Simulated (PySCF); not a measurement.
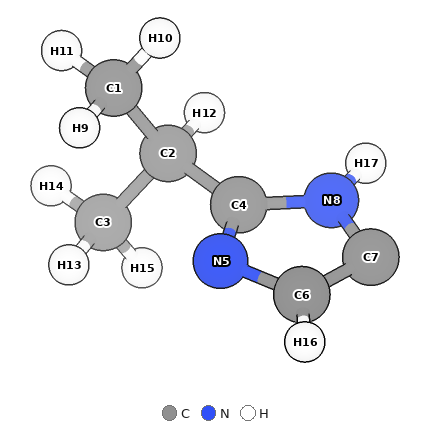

First-order isotropic EPR spectrum (fast tumbling, first derivative) of C₆H₉N₂, SMILES CC(C)c1nc[c][nH]1, doublet at 9.75 GHz, Lorentzian lines of 0.03 mT full width at half height, from computed g and hyperfine couplings (B3LYP/pcH-1, PySCF, at a GFN2-xTB geometry (no frequency check), gas phase); values of one conformer, averaged over methyl-type rotors alone; other conformers aren't averaged in; no vibrational averaging; dilute isotopes left out. The SMILES is one Lewis form and needn't show where the spin sits.

> Give g and the hyperfine couplings.

g_iso = 2.0020, which centres the spectrum at 348.0 mT; it spans 2.4 mT.

| nuclei | isotope | a (mT) | a (MHz) |
| --- | --- | --- | --- |
| N8 | ¹⁴N | 0.94 | 26.3 |
| H17 | ¹H | 0.16 | 4.5 |
| N5 | ¹⁴N | −0.08 | −2.2 |
| H12 | ¹H | 0.04 | 1.2 |
| H16 | ¹H | −0.03 | −0.8 |
| H9, H10, H11, H13, H14, H15 | ¹H | 0.01 | 0.4 |

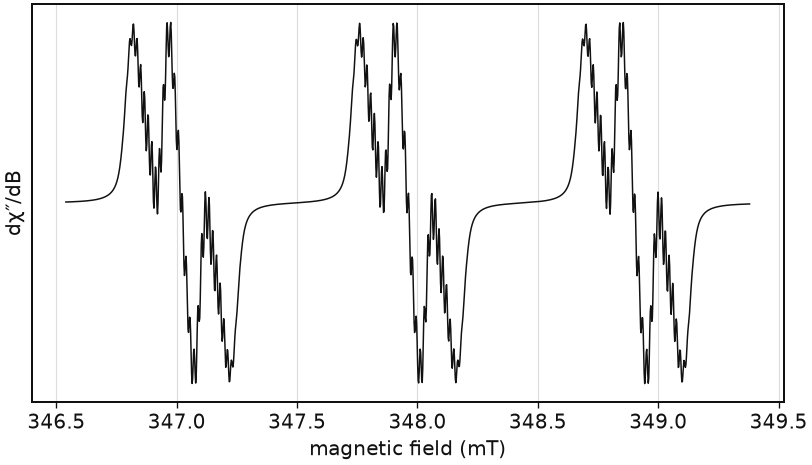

Caveats: the tight-binding geometry is rougher than a DFT one and adds to the error.
